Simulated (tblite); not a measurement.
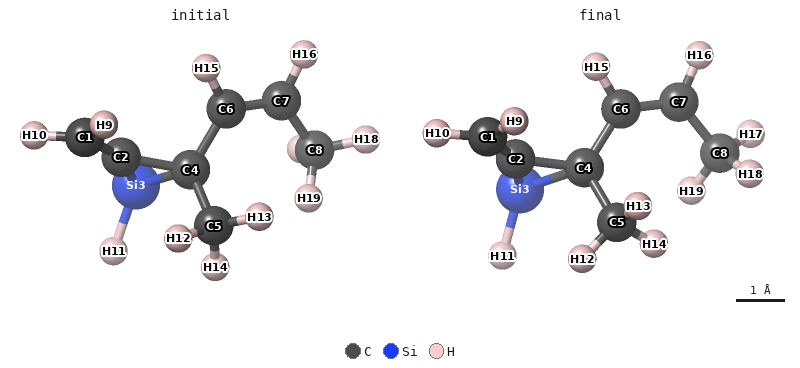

The structure of C7H11Si (multiplicity 2) before (left) and after (right) a relaxation, at one scale.

The picture is a ball-and-stick view, seen at a tilt.

Theory: GFN2-xTB geometry optimisation, gas phase (tblite 0.8.0). 

Question: Summarise the run.

Answer: The energy falls by 45.9 kJ/mol in 164 geometry steps. The atom that moves furthest after the best rigid fit is H17 (1.16 Å). By element the largest moves are H 1.16 Å, Si 0.35 Å, C 0.24 Å. Among the contacts that change: Si3–C4 1.844 → 1.948 Å, C5–H14 1.127 → 1.087 Å, C6–H15 1.113 → 1.085 Å, C1–C2 1.342 → 1.316 Å. Bond angles that change, for instance: C2–C1–H10 114.6° → 122.2°, C4–C5–H14 105.5° → 112.7°, H9–C1–H10 122.7° → 116.0°. Groups turn about C7–C8 by about 65°, C4–C5 by about 50°.
